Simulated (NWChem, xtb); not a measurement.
# CH2NOSi (SMILES O=C=N[SiH2]): methods side by side

The species is CH2NOSi (6 atoms), meant as a doublet with charge 0. SMILES: `O=C=N[SiH2]`. The coordinates come from a PBE0-D4/def2-TZVP relaxation.

```xyz
6

O     1.0897   -2.0257    1.6104
C     0.6485   -1.1778    0.9454
N     0.2163   -0.2849    0.2792
Si   -0.6833    0.5916   -0.8753
H     0.2613    1.2142   -1.8391
H    -1.4905    1.6187   -0.1668
```

Quantity: the dipole moment, in D. The values are calculated.

```json
{"level": "GFN2-xTB", "kind": "semi-empirical", "program": "xtb", "value (D)": "2.90", "CPU time": "under 2 s"}
{"level": "GFN0-xTB", "kind": "semi-empirical", "program": "xtb", "value (D)": "2.09", "CPU time": "under 2 s"}
{"level": "GFN1-xTB", "kind": "semi-empirical", "program": "xtb", "value (D)": "2.67", "CPU time": "under 2 s"}
{"level": "UHF/STO-3G", "kind": "Hartree–Fock", "program": "NWChem", "value (D)": "2.93", "CPU time": "2.3 s"}
{"level": "UHF/3-21G", "kind": "Hartree–Fock", "program": "NWChem", "value (D)": "2.60", "CPU time": "2.6 s"}
{"level": "U-rSCAN-D3(BJ)/6-31G", "kind": "meta-GGA", "program": "NWChem", "value (D)": "2.27", "CPU time": "5.6 s"}
{"level": "UBeckeHandH/MIDI!", "kind": "density functional", "program": "NWChem", "value (D)": "1.53", "CPU time": "2.5 s"}
{"level": "UB3LYP/6-31G* (Cartesian functions)", "kind": "global hybrid", "program": "NWChem", "value (D)": "1.80", "CPU time": "27 s"}
```

The values span 1.53 to 2.93 D. Sets without polarisation functions give poor dipoles. CPU times are rough (shared hosts, several kinds of processor): they show what a rung costs within a factor of a few.

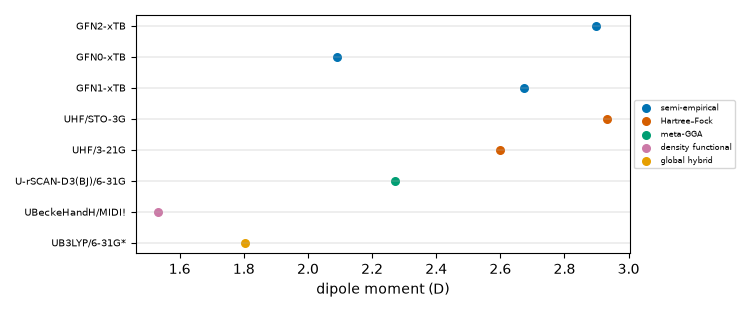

The values of the table, level by level.
